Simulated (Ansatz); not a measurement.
**C3H7FSi: density, localisation and related maps**

The calculation's input:

```
crystal:
  periodic: [false, false, false]
  atoms:
    - { symbol: F, position_ang: [2.6824, -0.7149, -0.1237] }
    - { symbol: Si, position_ang: [1.6058, 0.4055, 0.2716] }
    - { symbol: C, position_ang: [-0.0678, -0.4263, 0.4196] }
    - { symbol: C, position_ang: [-1.3237, 0.3779, 0.2061] }
    - { symbol: C, position_ang: [-0.902, -0.6417, -0.8164] }
    - { symbol: H, position_ang: [1.5823, 1.4503, -0.7837] }
    - { symbol: H, position_ang: [1.995, 1.0183, 1.5658] }
    - { symbol: H, position_ang: [-0.0884, -1.2015, 1.1759] }
    - { symbol: H, position_ang: [-2.1859, 0.1462, 0.8236] }
    - { symbol: H, position_ang: [-1.2639, 1.4243, -0.075] }
    - { symbol: H, position_ang: [-1.478, -1.5592, -0.8849] }
    - { symbol: H, position_ang: [-0.5558, -0.2788, -1.7788] }
basis:
  gaussian:
    orbitals: cc-pVDZ
hamiltonian:
  xc: lda
output:
  orbitals: {}
  forces: true
```

Command:

```sh
python
```

Not at a stationary point (largest force 1.9 eV/Å).

Method: SCF LDA, Gaussian basis (Ansatz).

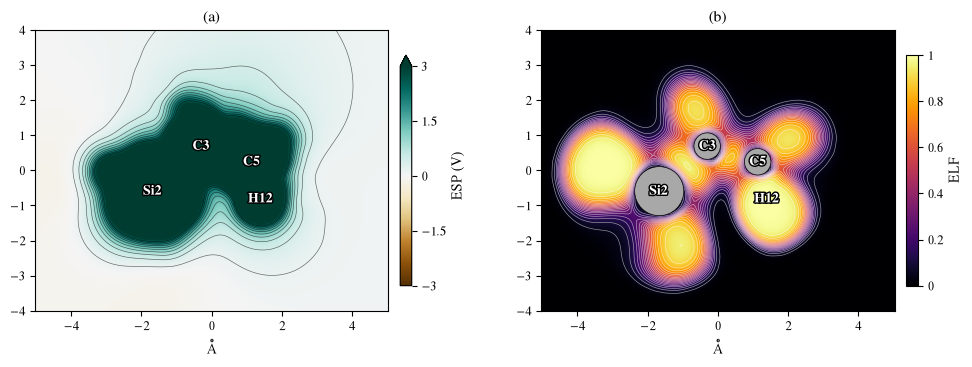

Figure 1. (a) electrostatic potential; (b) ELF on the plane of atoms Si2, C3 and C5. Grey discs cover the atomic cores in the ELF map.

**Read the bonding off the picture.**

The plane passes through Si, C and H nuclei.
C–C (1.51 Å): the ELF peaks at about 0.85 between the atoms: a covalent bond.
C–Si (1.87 Å): the ELF peaks at about 0.95 between the atoms (a covalent bond).
C–H (1.09 Å): the ELF climbs to about 1 towards the hydrogen, as it does in any bond to H; a covalent bond by its length.
The potential has no marked negative region in this plane.

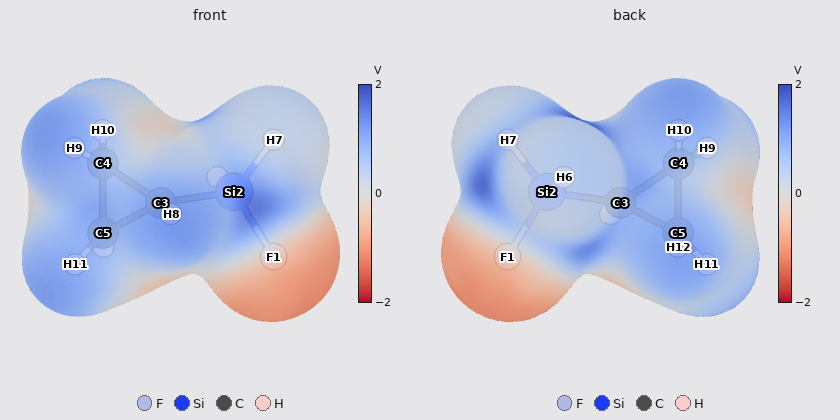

Figure 2. The electrostatic potential painted on the density surface at 0.004 e/bohr³, seen from the front and from behind; the colour scale runs from red (negative) to blue (positive).

**Where is the surface potential most negative and most positive?**

The most negative region (about −1.1 V, or −25 kcal/mol for a unit charge) lies over F1, the most positive (about +1.7 V, or +39 kcal/mol for a unit charge) over Si2.

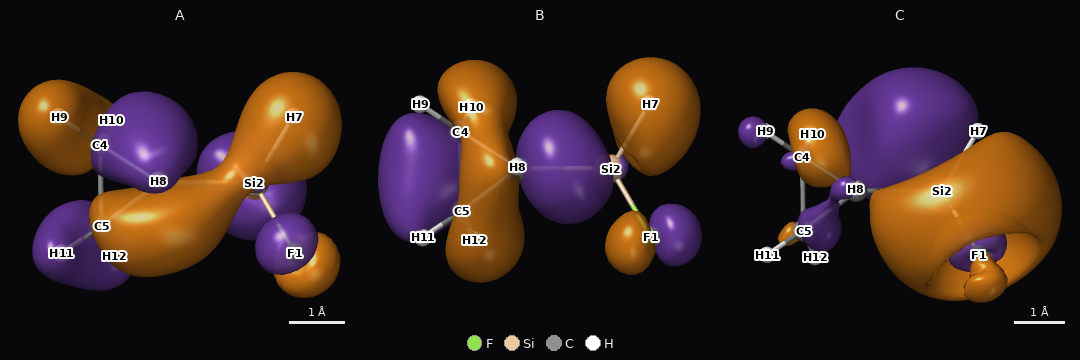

Figure 3. Three frontier orbitals at ±0.08 Å⁻³ᐟ² (orange and purple are the two phases), in no order.

**Order the three orbitals by energy and name them.**

A is the HOMO−1 (−7.47 eV). By Hirshfeld shares it lies mainly on C3 (about 30 %), C4 (about 15 %), C5 (about 15 %), Si2 (about 10 %), H6 (about 10 %) and F1 (about 5 %). B is the HOMO (−6.96 eV). By Hirshfeld shares it lies mainly on C5 (about 20 %), C3 (about 20 %), C4 (about 20 %), Si2 (about 15 %) and H7 (about 5 %). C is the LUMO (−0.34 eV). By Hirshfeld shares it lies mainly on Si2 (about 50 %), F1 (about 15 %), C4 (about 5 %), C3 (about 5 %), H6 (about 5 %) and H7 (about 5 %).

**What is the HOMO–LUMO gap?**

6.62 eV between the orbital energies.
